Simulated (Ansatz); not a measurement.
The calculation's input:

```
basis:
  gaussian: {orbitals: def2-TZVPD}
crystal:
  periodic: [false, false, false]
  atoms:
    - symbol: B
      position_ang: [2.320996, -1.393421, 0.533847]
    - symbol: Cu
      position_ang: [-0.079084, -0.323097, -0.213063]
    - symbol: F
      position_ang: [1.937625, -0.130751, 0.021279]
    - symbol: O
      position_ang: [3.645099, -1.544504, 0.787657]
    - symbol: O
      position_ang: [1.440616, -2.369263, 0.752781]
    - symbol: S
      position_ang: [-0.329163, -2.237140, 0.438738]
    - symbol: H
      position_ang: [4.158677, -0.752183, 0.579538]
hamiltonian: {xc: pbe0}
output: {forces: true, orbitals: {seedname: orbitals}}
```

Launched as:

```sh
ansatz run input.yaml --threads 2 --pin off --max-ram 4350MiB --events-out events.jsonl --progress --plain --runs-dir runs
```

Geometry: B3LYP/6-31G*.

All numbers below come from isolated molecule in a Gaussian basis; Kohn-Sham density functional theory, functional PBE0 (Ansatz).

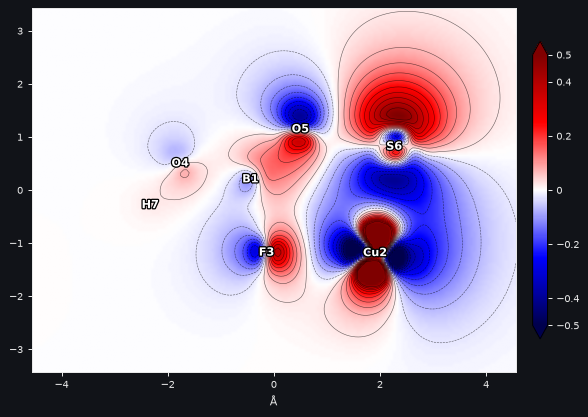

BCuFHO$_{2}$S. The HOMO−1 on the molecular plane (values in Å⁻³ᐟ²; the overall sign is arbitrary).

Q: Where does this orbital lie, and at what energy?

A: It lies mainly on Cu2 (about 50 %) and S6 (about 40 %). Its energy is −6.81 eV.
